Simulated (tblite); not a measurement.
```xyz
14
charge 0, multiplicity 1
Si   -2.0037    0.8595    0.1996
Si    0.0466    0.0431   -0.5435
Si    2.0263    0.9840    0.2400
C     0.1026   -1.8297   -0.0965
Cl   -1.4042   -2.6128   -0.6546
H    -3.0962    0.6996   -0.7606
H    -1.8840    2.2960    0.4742
H    -2.4314    0.2226    1.4484
H     0.0832    0.0118   -2.0211
H     2.0389    1.1168    1.7000
H     2.1922    2.3336   -0.3029
H     3.2451    0.2452   -0.1027
H     0.9212   -2.3603   -0.5773
H     0.1627   -2.0097    0.9749
```

Work out the structure from the coordinates.

It has 14 atoms: 1 carbon, 9 hydrogen, 1 chlorine and 3 silicon (CH9ClSi3). SMILES: `[SiH3][SiH]([SiH3])CCl`. It has no ring. Among its groups: C–Cl bond, Si–H bond. This geometry has C1 symmetry. Coordination: 3 Si tetrahedral; 1 C tetrahedral.

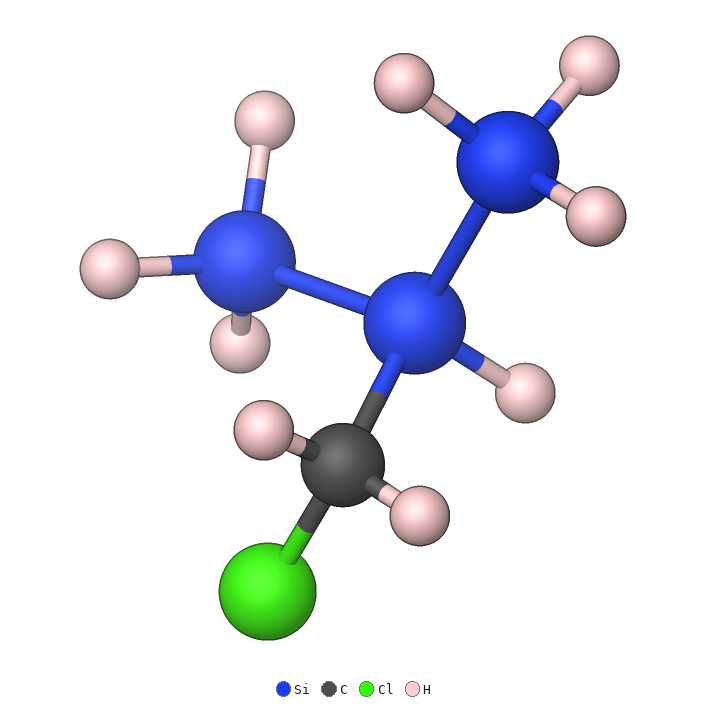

Figure made from data computed with tblite.
